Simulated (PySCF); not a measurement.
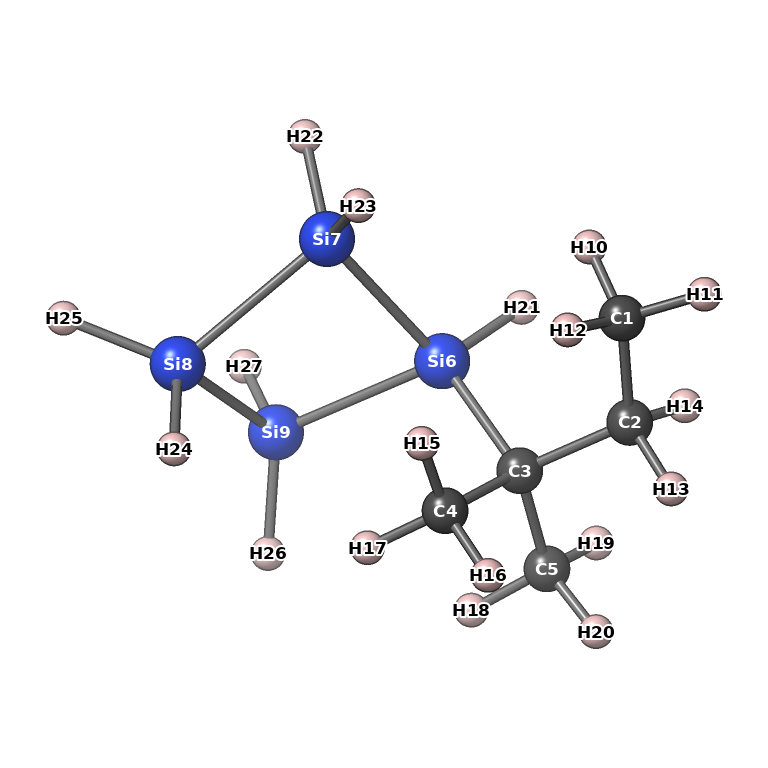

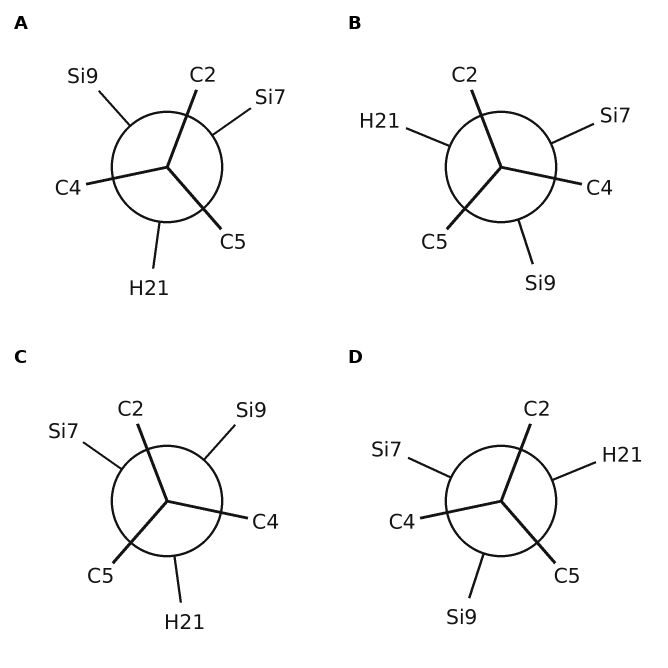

Atoms fade into the background with distance from the viewer. Bonds that would overlap in a projection are set slightly apart. The geometry was computed by an optimisation with PBE0-D3(BJ)/def2-SVP. No frequency run is at hand to confirm it as a minimum.

> Which Newman projection shows the view along C3–Si6, with C3 in front?

D. The torsion angle C2–C3–Si6–Si7 is −86°, about perpendicular.
